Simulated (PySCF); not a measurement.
**RuO$_{2}$ (charge −1): single-point calculation**

The run: single-point calculation of RuO$_{2}$, charge −1, multiplicity 2. Method and program: UHF/ano-rcc-vdzp, mp2 (PySCF 2.14.0).

Some settings of this run were made unusual or wrong on purpose.

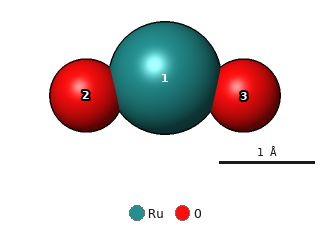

**Figure 1.** The structure as given in the input (ball-and-stick view, seen on its broad side; atoms are numbered from 1 in the order of the input). Sticks mark near contacts.

What the run reported:

```csv
quantity,value
outcome,converged
SCF energy,−4670.111779 hartree
⟨S²⟩,0.919
hardware,"1 CPU thread, shared host"
wall time,25 s
```

Some settings of this run were drawn to be unusual or wrong. It converged; results that depend on the unusual settings are not reference values. ⟨S²⟩ is 0.92 against 0.75 for a pure state: the solution is spin-contaminated.

The input:
```python
from pyscf import gto, scf, mp

mol = gto.M(
    atom='Ru 0 0.044 0; O 0 -0.1403 0.8285; O 0 -0.1403 -0.8285',
    basis='ano-rcc-vdzp',
    charge=-1,
    spin=1,
    verbose=4,
)
mf = scf.UHF(mol)
mf = mf.sfx2c1e()
mf = mf.newton()
mf.kernel()
mp.MP2(mf, frozen=16).kernel()
mf.dip_moment()
print('orbital energies (hartree):', [e[max(0, n-3):n+3].round(4) for e, n in zip(mf.mo_energy, mol.nelec)])
```

Launched with:
```bash
OMP_NUM_THREADS=1 python input.py
```

Output:
```
PySCF version 2.14.0

[INPUT] verbose = 4
[INPUT] num. atoms = 3
[INPUT] num. electrons = 61
[INPUT] charge = -1
[INPUT] spin (= nelec alpha-beta = 2S) = 1
[INPUT] symmetry False subgroup None
[INPUT] Mole.unit = angstrom
[INPUT] Symbol           X                Y                Z      unit          X                Y                Z       unit  Magmom
[INPUT]  1 Ru     0.000000000000   0.044000000000   0.000000000000 AA    0.000000000000   0.083147949481   0.000000000000 Bohr   0.0
[INPUT]  2 O      0.000000000000  -0.140300000000   0.828500000000 AA    0.000000000000  -0.265128575276   1.565638094202 Bohr   0.0
[INPUT]  3 O      0.000000000000  -0.140300000000  -0.828500000000 AA    0.000000000000  -0.265128575276  -1.565638094202 Bohr   0.0

nuclear repulsion = 459.367013782993
number of shells = 10
number of NR pGTOs = 304
number of NR cGTOs = 71
basis = ano-rcc-vdzp
ecp = {}

******** <class 'pyscf.soscf.newton_ah.SecondOrdersfX2C1eUHF'> ********
method = SecondOrdersfX2C1eUHF
initial guess = minao
damping factor = 0
level_shift factor = 0
DIIS = <class 'pyscf.scf.diis.CDIIS'>
diis_start_cycle = 1
diis_space = 8
diis_damp = 0
SCF conv_tol = 1e-09
SCF conv_tol_grad = None
SCF max_cycles = 50
direct_scf = True
direct_scf_tol = 1e-13
number electrons alpha = 31  beta = 30

******** <class 'pyscf.x2c.sfx2c1e.SpinFreeX2CHelper'> ********
approx = 1e
xuncontract = 1
******** <class 'pyscf.x2c.sfx2c1e.sfX2C1eUHF'> Newton solver flags ********
SCF tol = 1e-09
conv_tol_grad = None
max. SCF cycles = 50
direct_scf = True
direct_scf_tol = 1e-13
max_cycle_inner = 12
max_stepsize = 0.05
ah_start_tol = 1e+09
ah_level_shift = 0
ah_conv_tol = 1e-12
ah_lindep = 1e-14
ah_start_cycle = 1
ah_max_cycle = 40
ah_grad_trust_region = 2.5
kf_interval = 4
kf_trust_region = 5
canonicalization = True
Set conv_tol_grad to 3.16228e-05
  alpha nocc = 31  HOMO = 0.180127608092512  LUMO = 0.191306515217109
  beta  nocc = 30  HOMO = 0.043779183439181  LUMO = 0.180127608092512

WARN: HOMO 0.180127608092512 >= LUMO 0.180127608092512

Initial guess E= -4669.70738852962  |g|= 1.19067
macro= 0  E= -4670.10000981566  delta_E= -0.392621  |g|= 0.330006  3 KF 17 JK
macro= 1  E= -4670.11176336035  delta_E= -0.0117535  |g|= 0.00503927  4 KF 13 JK
macro= 2  E= -4670.11177900269  delta_E= -1.56423e-05  |g|= 1.49572e-05  3 KF 13 JK
macro= 3  E= -4670.11177900273  delta_E= -3.54703e-11  |g|= 7.03669e-06  1 KF 2 JK
Canonicalize SCF orbitals
macro X = 4  E=-4670.11177900273  |g|= 7.03669e-06  total 12 KF 50 JK
converged SCF energy = -4670.11177900273  <S^2> = 0.91943415  2S+1 = 2.1628076

******** <class 'pyscf.mp.ump2.UMP2'> ********
nocc = (np.int64(15), np.int64(14)), nmo = (55, 55)
frozen orbitals 16
E(UMP2) = -4670.78683036397  E_corr = -0.675051361245277
E(SCS-UMP2) = -4670.72651888266  E_corr = -0.614739879933855
E_corr(same-spin) = -0.225371254108242
E_corr(oppo-spin) = -0.449680107137034
Dipole moment(X, Y, Z, Debye):  0.00000, -2.76726, -0.00000
orbital energies (hartree): [array([-0.3141, -0.0385, -0.0129,  0.2184,  0.2986,  0.3151]), array([-0.354 , -0.3092,  0.0303,  0.2532,  0.2835,  0.3296])]
```
